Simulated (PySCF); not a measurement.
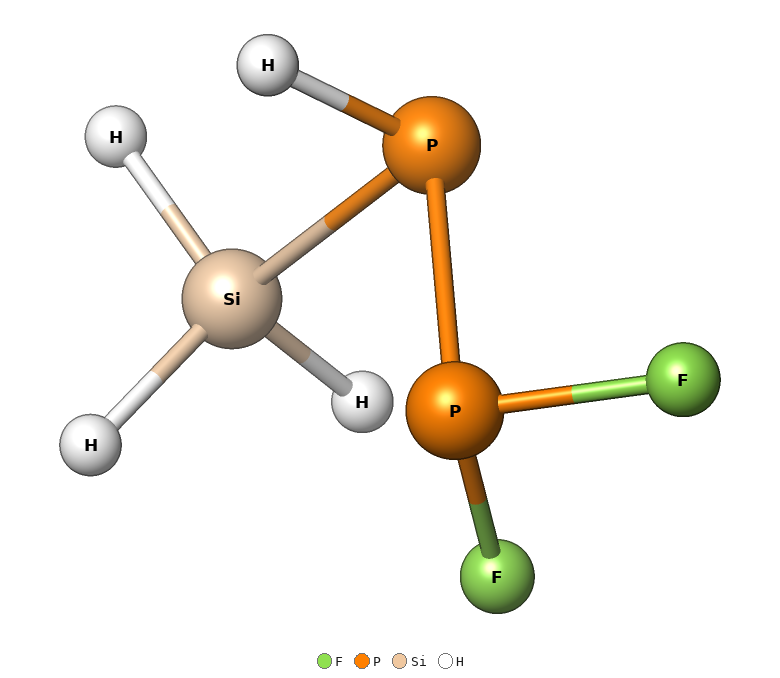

(Drawn from a calculation with PySCF.)

Ball-and-stick drawing of a structure. Every bond is drawn as one stick, whatever its order.

What does the picture show?

Formula F2H4P2Si. SMILES: `FP(F)P[SiH3]`. It has no ring. Among its groups: Si–H bond. The point group is C1. Coordination: 2 P trigonal pyramidal; 1 Si tetrahedral.
